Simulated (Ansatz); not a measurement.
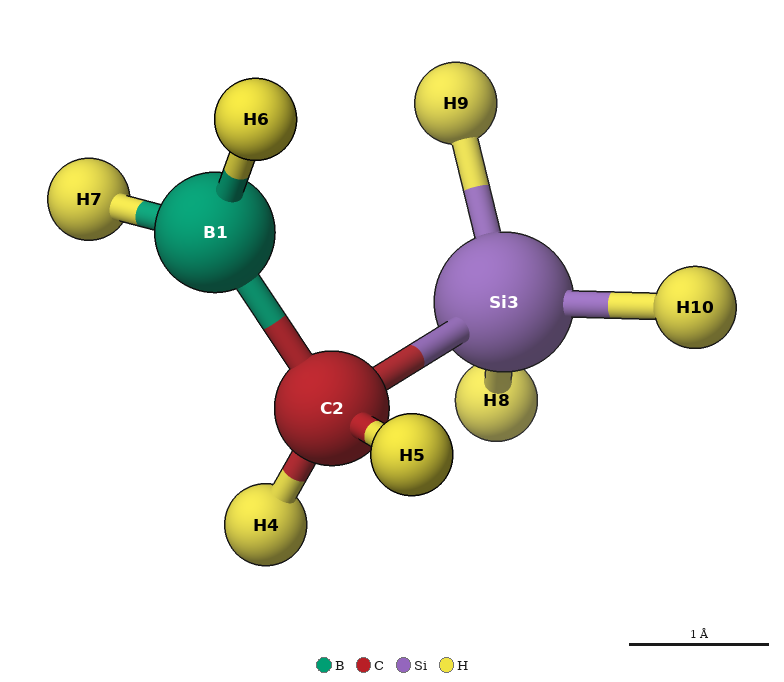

The geometry was computed by an optimisation with PBE0-D4/def2-TZVP. No frequency run is at hand to confirm it as a minimum.

What are the angles C2–B1–H6, B1–C2–Si3, B1–C2–H4, Si3–C2–H4, C2–Si3–H9, C2–Si3–H8?

```csv
angle,degrees
C2–B1–H6,120.5
B1–C2–Si3,95.8
B1–C2–H4,116.8
Si3–C2–H4,106.8
C2–Si3–H9,109.9
C2–Si3–H8,110.5
```
